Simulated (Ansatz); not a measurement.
# Cl₂FHSi···HCl: what the fields show

Input file:

```
crystal:
  periodic: [false, false, false]
  atoms:
    - {symbol: Si, position_ang: [-0.944736, 0.375648, -0.424275]}
    - {symbol: Cl, position_ang: [2.739911, -0.968499, 1.030763]}
    - {symbol: Cl, position_ang: [-0.319750, -0.668237, -2.035419]}
    - {symbol: Cl, position_ang: [0.010989, 2.149999, -0.303912]}
    - {symbol: H, position_ang: [-2.398825, 0.565748, -0.455642]}
    - {symbol: H, position_ang: [1.489993, -0.988682, 1.312741]}
    - {symbol: F, position_ang: [-0.577581, -0.465977, 0.875645]}
basis:
  gaussian: {orbitals: def2-TZVPP}
hamiltonian: {xc: pbe0, dispersion: d4}
output: {orbitals: {seedname: orbitals}}
```

Command:

```sh
ansatz run in.yaml --threads 4 --pin off --events-out ev --progress --plain --max-ram 9574MiB
```

The product side of a reaction path; geometry: PBE0-D4/def2-TZVP.

The calculation used RKS PBE0-D4/def2-TZVPP (Ansatz).

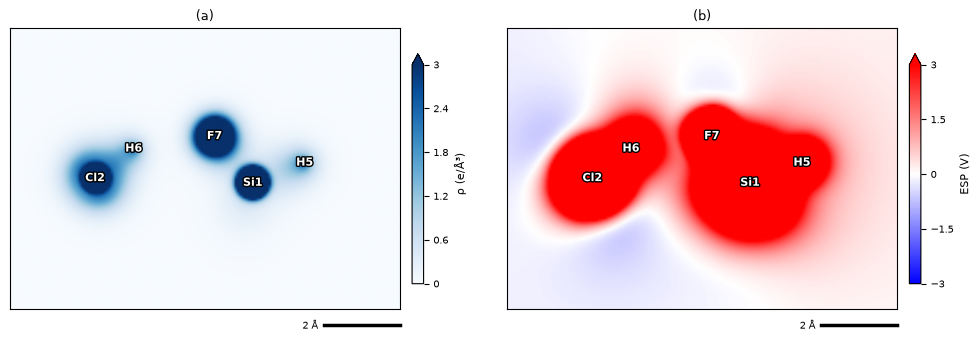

Figure 1. (a) electron density; (b) electrostatic potential on the plane of atoms H5, Si1 and F7.

> Describe what can be read from this map.

The section cuts through Si, Cl, H and F sites. F7···H6 (2.18 Å): the density falls to about 0.08 e/Å³ on the way. Si–F (1.59 Å): ρ is about 1.2 e/Å³ halfway. Cl–H (1.28 Å): the density is about 2 e/Å³ at the midpoint. Si–H (1.47 Å): ρ at the midpoint is about 0.88 e/Å³. Outside the dense part of the complex the potential is most negative (−0.6 V) near Cl2.

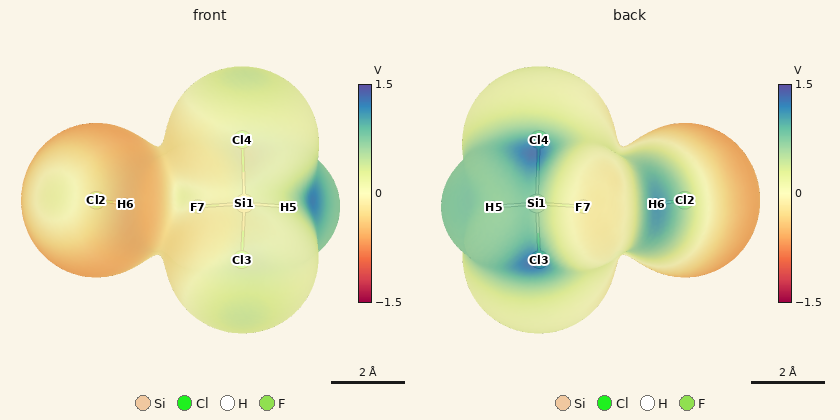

Figure 2. The molecular electrostatic potential painted on the density surface at 0.001 e/bohr³, seen from the front and from behind; red is negative and blue positive.

> Which sites attract a positive test charge, and which a negative one?

A positive charge is drawn to the negative regions and a negative charge to the positive ones. The most negative region (about −0.6 V) lies over Cl2, the most positive (about +1.2 V) over Si1. Cl3 shows a σ-hole: about +0.4 V at the tip opposite its bond, against about 0.0 V on its flanks. Cl4 shows a σ-hole: about +0.4 V at the tip opposite its bond, against about 0.0 V on its flanks.
